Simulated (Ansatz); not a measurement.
H7NSi2···H2···HF

```xyz
14

Si   -1.2652    0.1133   -0.1770
H     1.4405   -2.8843   -0.5640
H    -1.3885   -1.3404   -0.4518
H    -2.5988    0.7400   -0.4140
Si    0.3570    1.1427   -1.5156
H     0.8212   -0.2148    1.5602
N    -0.7691    0.2407    1.5129
H     1.6361   -2.3602   -0.0675
F     1.7573   -0.4268    1.4959
H     1.5860    0.3197   -1.6101
H    -0.2186    1.3481   -2.8726
H     0.6854    2.4735   -0.9346
H    -0.7471    1.1842    1.8808
H    -1.2963   -0.3358    2.1575
```

The product side of a reaction path; geometry: PBE0-D4/def2-TZVP.

Method: Ansatz, RKS PBE0-D4/def2-TZVPP.

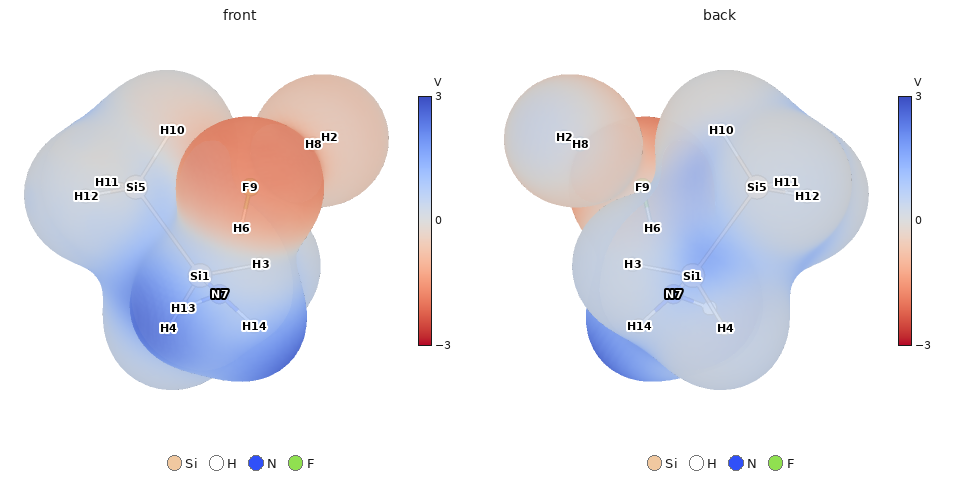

Figure 1. The molecular electrostatic potential painted on the density surface at 0.002 e/bohr³, seen from the front and from behind; red is negative and blue positive.

Which sites attract a positive test charge, and which a negative one?

A positive charge is drawn to the negative regions and a negative charge to the positive ones. The most negative region (about −1.7 V) lies over F9, the most positive (about +2.4 V) over H13 and H14.

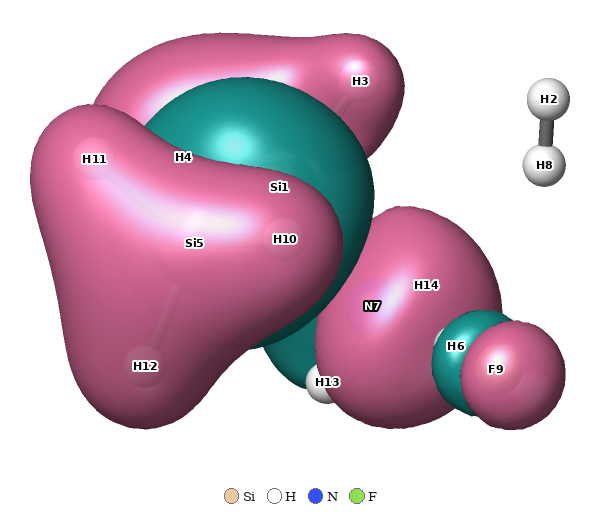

Figure 2. One frontier orbital at ±0.06 Å⁻³ᐟ² (teal and pink are the two phases), seen from one side.

Which orbital is it: HOMO or LUMO?

The HOMO, at −8.23 eV. It lies mainly on Si1 (about 25 %), Si5 (about 25 %), N7 (about 20 %) and H4 (about 10 %).

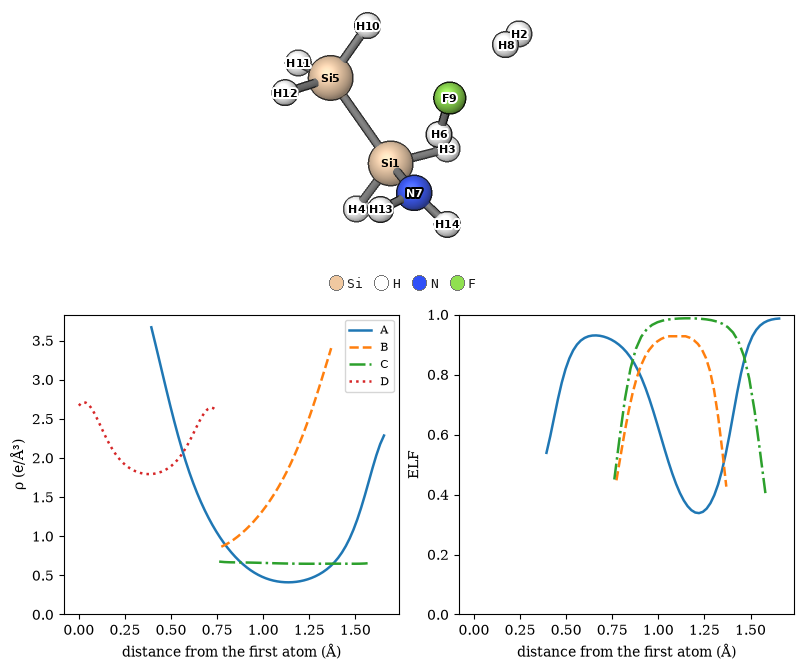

Figure 3. Electron density and ELF along straight lines between neighbouring atoms. The curves leave out the atomic cores. The structure is drawn too.

Which curve belongs to which contact (H–H, N–H, Si–N and Si–Si)? The first atom named is at distance zero.

Curve A: N7···H6 (1.65 Å): the density falls to about 0.41 e/Å³ on the way; the ELF dips to about 0.35 between them (by its geometry a hydrogen bond between the two molecules, with no shared pair). Curve B: Si–N (1.77 Å): ρ is about 1 e/Å³ halfway; the ELF peaks at about 0.95 between the atoms: a shared but strongly polarised pair. Curve C: Si–Si (2.34 Å): ρ at the midpoint is about 0.65 e/Å³; the ELF peaks at about 1 between the atoms: a shared electron pair. Curve D: H–H (0.75 Å): ρ at the midpoint is about 1.8 e/Å³; the ELF peaks at about 1 between the atoms.
